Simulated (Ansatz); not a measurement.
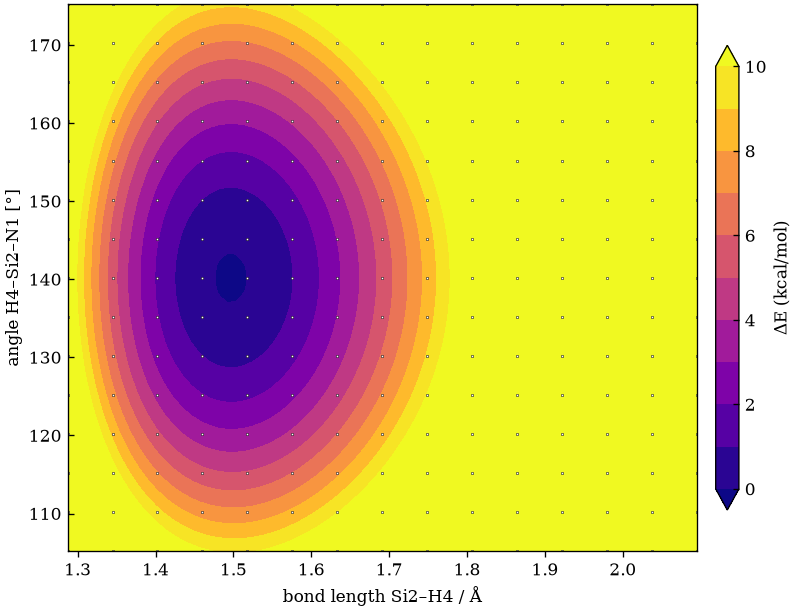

HNSiTe, SMILES N1=[SiH][Te]1. 
- First axis: bond length Si2–H4. Second axis: angle H4–Si2–N1.
- Nothing is relaxed (all other coordinates rigid).
- The scan uses a 15 × 15 grid.
- Points are written as (first, second).
- Energies: kcal/mol, counted from the lowest grid point.
- The calculation used RKS SPW92 (LDA)/def2-TZVP (Ansatz).

Drawn: filled contours, dots at the grid points, one colour for all values above the top of the scale. Between grid points the surface is interpolated.

### Estimate the position of the minimum and the force constants in these coordinates.

The interpolated minimum is at bond length Si2–H4 ≈ 1.496 Å, angle H4–Si2–N1 ≈ 140.2°. The curvatures there are about 16 eV/Å² and 2.3 eV/rad², with a cross term of about 0 eV/(Å·rad). Round the minimum the two coordinates are nearly uncoupled. (1 eV is 23.1 kcal/mol.)
